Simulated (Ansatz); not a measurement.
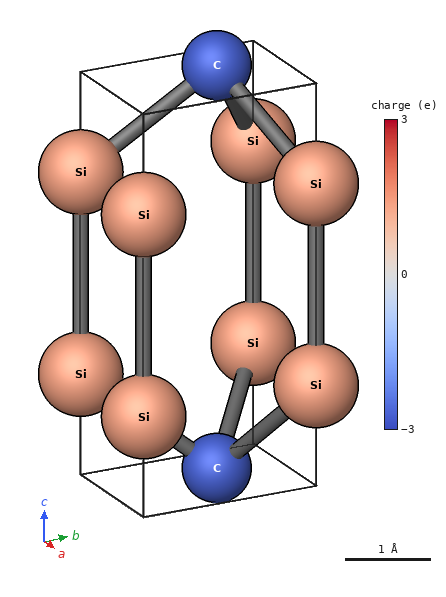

Ball-and-stick representation of a periodic structure, projected slightly off an axis. Atoms at the boundary of the simulation cell (the box) are drawn once for each face, edge or corner they touch. The atoms of this Si2C cell are coloured by their Bader charge.

Level of theory and settings: DFT PBE, scalar-relativistic, plane waves, PAW in Ansatz 0.2.0, plane waves up to 420 eV, k-mesh 18×18×10, Gaussian smearing of 0.1 eV, no spin polarisation.

> Which element is the most positive, and which the most negative?

Most positive: Si; most negative: C. Charges: about Si +1.3 e; C -2.6 e.

It goes back to a structure type filled with these elements by a generator (whether the compound takes this form wasn't checked). Earlier steps of the study may have refined or changed the cell and positions. A calculation with Ansatz used it as input.
